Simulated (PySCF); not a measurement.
```xyz
17

C     2.0655   -1.3896   -1.0115
C     1.4978   -0.7095   -0.2065
C     0.8626    0.1466    0.7715
F     1.5591    0.0698    1.9671
C     0.6094    1.5893    0.2878
C    -0.8895    1.2704    0.1747
C    -0.6622   -0.0418    0.9496
C    -1.2671   -1.3155    0.3908
F    -2.6242   -1.3250    0.6049
H     2.5496   -1.9882   -1.7243
H     1.1226    1.8690   -0.6291
H     0.8433    2.3068    1.0707
H    -1.2058    1.0930   -0.8511
H    -1.5666    1.9811    0.6406
H    -0.9276    0.0522    2.0041
H    -0.8586   -2.2003    0.8910
H    -1.1152   -1.3961   -0.6908
```

Geometry: GFN2-xTB.

Method: PySCF 2.14.0, PBE0/pcSseg-1, SCF density, gas phase, non-relativistic.

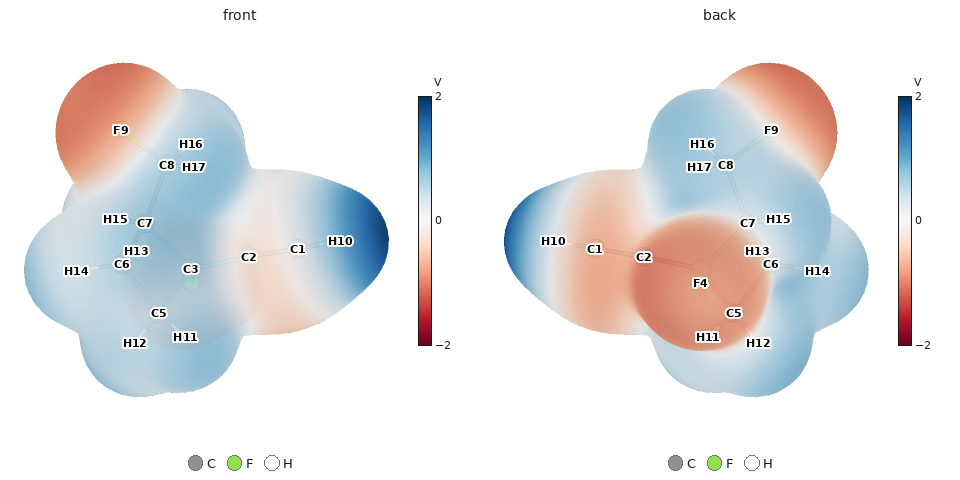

C₇H₈F₂. The molecular electrostatic potential painted on the density surface at 0.002 e/bohr³, seen from the front and from behind; the colour scale runs from red (negative) to blue (positive).

Where is the surface potential most negative and most positive?

The most negative region (about −1.1 V) lies over F4 and F9, the most positive (about +1.8 V) over H10.

What dipole moment does the calculation give?

Its dipole moment is 1.90 D.
